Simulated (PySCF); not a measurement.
## A study: C2H6OSSi, SMILES `CC(=S)[SiH2]O`

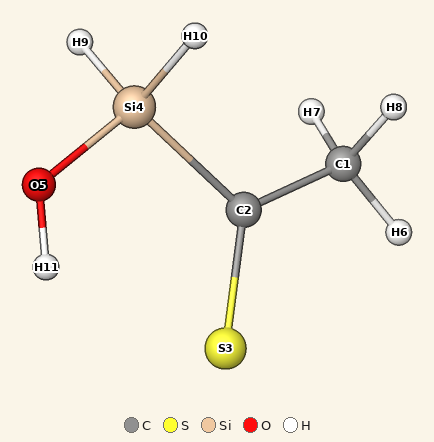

The molecule, with its atoms numbered as below. No frequency check shows the geometry to be a minimum.

Coordinates in Å:

```
C1       1.6060    1.4403    0.0024
C2       0.6443    0.3117    0.0005
S3       1.1685   -1.2340   -0.0014
Si4     -1.2336    0.6493   -0.0016
O5      -1.9818   -0.7810    0.0046
H6       2.6390    1.0971    0.0174
H7       1.4316    2.0623   -0.8816
H8       1.4293    2.0685    0.8705
H9      -1.5589    1.3665   -1.2324
H10     -1.5620    1.3752    1.2184
H11     -1.4506   -1.5804   -0.0006
```

Part 1: Bonding charge

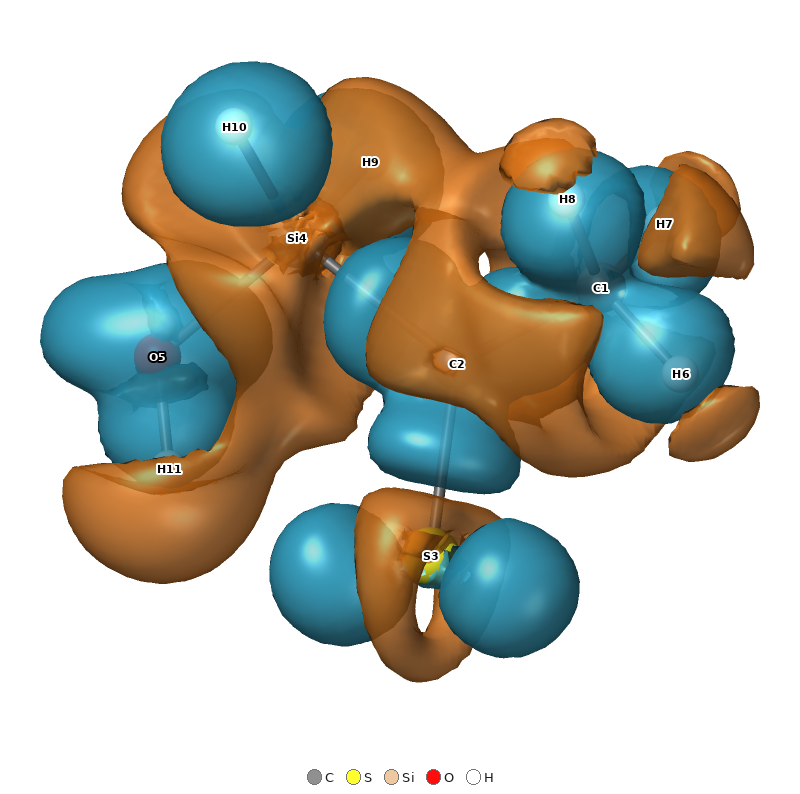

Deformation density (molecule less spherical, spin-averaged free atoms at the same positions), surfaces at ±0.04 e/Å³; light blue: gain, orange: loss.

PySCF calculation, PBE/def2-SVPD, gas phase; geometry: GFN2-xTB. This is a single-reference result, which may miss multireference character in this system.

Question: How much density has each bond gained at its critical point, relative to the free atoms?

Answer: O5–H11: +0.71 e/Å³ at the bond critical point (bond length 0.96 Å). C1–H6: +0.67 e/Å³ at the bond critical point (bond length 1.09 Å). C1–H8 and C1–H7: +0.62 e/Å³ at the bond critical point (bond length 1.09 Å). C1–C2: +0.47 e/Å³ at the bond critical point (bond length 1.48 Å). Si4–H10 and Si4–H9: +0.18 e/Å³ at the bond critical point (bond length 1.46 Å). C2–Si4: +0.13 e/Å³ at the bond critical point (bond length 1.91 Å). C2–S3: +0.10 e/Å³ at the bond critical point (bond length 1.63 Å); up to 0.6 Å beside the axis the gain reaches +0.42 e/Å³. Si4–O5: +0.06 e/Å³ at the bond critical point (bond length 1.61 Å); up to 0.6 Å beside the axis the gain reaches +0.35 e/Å³. In all, 2.4 electrons gather in the regions of gain relative to the promolecule. A small or negative value marks a very polar bond, one between electron-rich atoms, whose free-atom densities already overlap strongly, a long bond to a heavier atom, or a closed-shell contact such as a hydrogen bond.

Part 2: Local ionisation energy

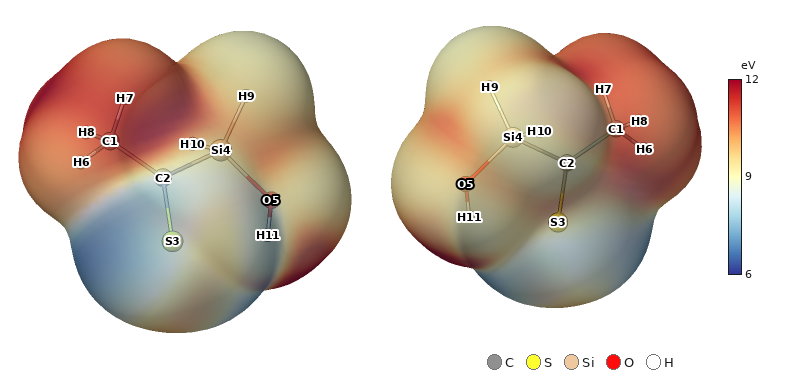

Average local ionisation energy on the surface of electron density 0.001 a.u. (back view left, front view right).

Question: Where are the most loosely bound electrons on this surface?

Answer: The lowest value is 6.6 eV, near S3 (2.30 Å) and H6 (2.42 Å). Further minima include 7.1 eV, 1.8 Å from H11; 8.9 eV, 1.5 Å from H9; 9.0 eV, off the O5–H11 bond (1.9 Å from its atoms). For comparison, the highest occupied orbital lies at −5.5 eV.

Part 3: In an electric field

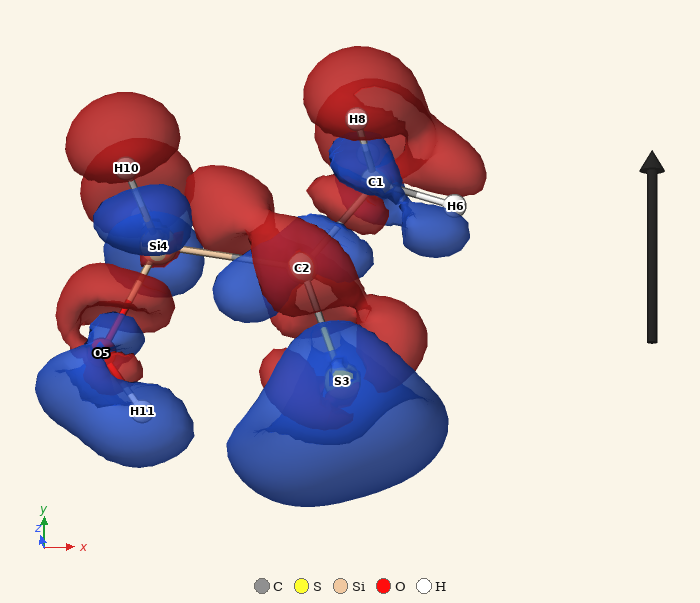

Change of the electron density in a uniform field of 0.21 V/Å along +y (arrow), surfaces at ±0.0015 e/Å³ (blue: gain, red: loss).

Level of theory: B3LYP/def2-SVPD (PySCF), at a geometry from GFN2-xTB.

Question: What dipole is induced, and what polarisability does it imply?

Answer: The induced dipole is 0.91 D (along the field); α along this axis, from the fields in both directions, is 89 bohr³ (13.2 Å³).

Question: Which atoms gain and lose the most charge?

Answer: Electrons gather most on S3 (Hirshfeld charge changes by −0.032 e) and leave H7 and H8 alike most (+0.007 e); 0.073 electrons are displaced in all.

Part 4: Stretching a bond

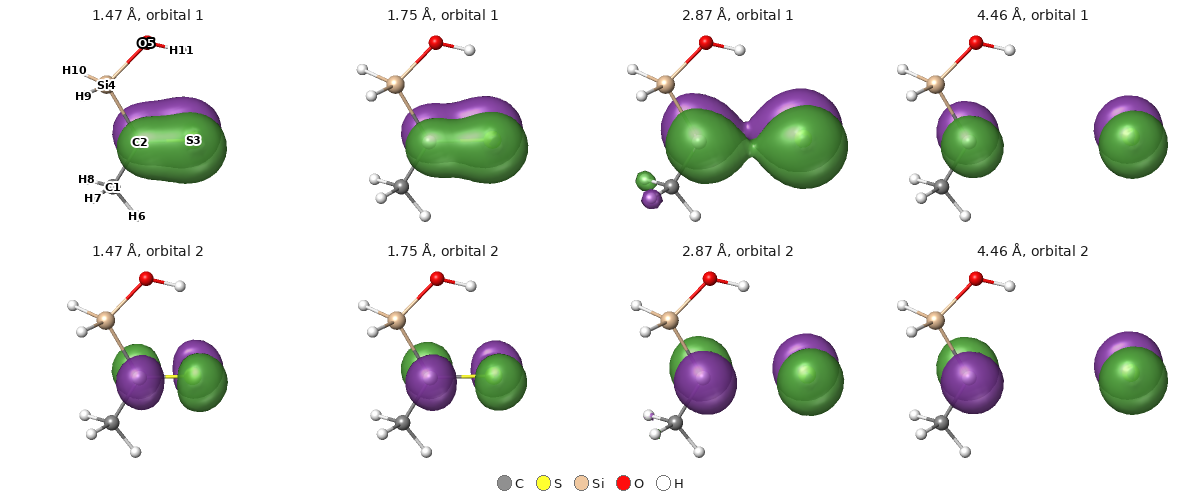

Rigid stretch of the C2–S3 bond. The two CASSCF(4,4) natural orbitals nearest half filling (orbital 1 the more occupied).

Computed with PySCF, 6-31+G* basis, geometry: GFN2-xTB.

Question: How do the occupations change along the stretch?

Answer: 1.47 Å: 1.94 and 0.06; 1.75 Å: 1.89 and 0.11; 2.87 Å: 1.25 and 0.75; 4.46 Å: 1.01 and 0.99. At the longest distance computed (4.46 Å) they are 1.01 and 0.99, and the effective number of unpaired electrons is 4.0.

UHF's ⟨S²⟩ passes 1 along the scan (up to 2.02), so it also polarises electrons outside the stretched bond; its energy lowering isn't due to that bond alone.

UHF already breaks spin symmetry near equilibrium here (⟨S²⟩ = 0.47 at 1.75 Å), for reasons apart from this bond.

Question: How much energy does the stretch cost?

Answer: By CASSCF, 4.5 eV from the lowest point of the scan (1.75 Å) to 4.46 Å; RHF gives 6.2 eV from its own lowest point. The fragments aren't relaxed and dynamic correlation is missing, so this isn't a bond dissociation energy.
